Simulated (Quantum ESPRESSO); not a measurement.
The O K edge of atom 4 in SiO2 (Quartz, P3_121), with 2 Si at 1.61 Å (bent, 144°, site symmetry 1), was computed in 2 ways: full core hole (charged cell) and no core hole. Program and functional: Quantum ESPRESSO XSpectra, PBE, Lorentzian half width 0.3 eV up to 4 eV, rising linearly to 2.5 eV at 25 eV; cells of 9 atoms.

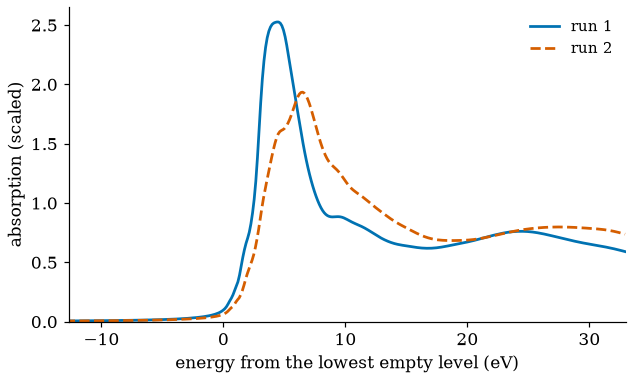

Each run is counted from its own lowest empty level or Fermi level and scaled to a mean of 1 over its first 20 eV. (XSpectra's own axis starts at xe0, in the gap; it has been shifted.)

Question: Which run is which?

Run 1: full core hole (charged cell) (area from −2 to 6 eV 8.8, main maxima 4.4 eV (2.53)). Run 2: no core hole (area from −2 to 6 eV 5.5, main maxima 6.5 eV (1.93)). With each curve scaled to its own mean, the area from −2 to 6 eV with the hole is 8.8 against 5.5, and the centre of weight from −1 to 20 eV moves by -1.1 eV: the hole pulls the absorber's empty states down.

[Hosts, paths, dates, database ids (printed as entryN), source tags and the programs' standing remarks are cut or masked in the printed files.]

[Lists of maxima count a maximum above −3 eV only where it reaches 4 % of the highest in the window and stands out from its surroundings by 2 % of it (1.5 % where it reaches 55 %); shoulders and weaker maxima are passed over, and of the rest the first, up to two pre-edge ones and the few strongest are named.]
